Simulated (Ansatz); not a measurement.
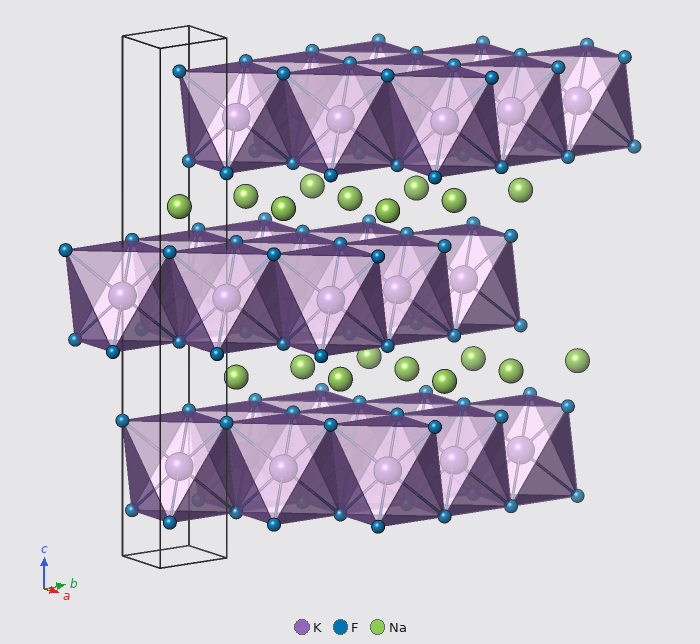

Polyhedra are drawn about K (bonds: F–K below 3 Å); other atoms are plain spheres.

KNaF₂ (space group R-3m, No. 166): the end point of a relaxation with DFT PBE, scalar-relativistic, plane waves, PAW (Ansatz 0.2.0); the starting structure was generated, so it need not be a known form of this composition.

> What figure surrounds each K atom, and what does it share with the other drawn polyhedra?

K: KF6 octahedron, sharing edges with six neighbours.

> How do these polyhedra hang together as a whole?

They form layers of edge-sharing octahedra parallel to (001). Their corner atoms also have Na as close neighbours (those links are not drawn).

> How far apart are the centres of linked polyhedra?

Centre to centre across a shared edge: 3.57 Å.
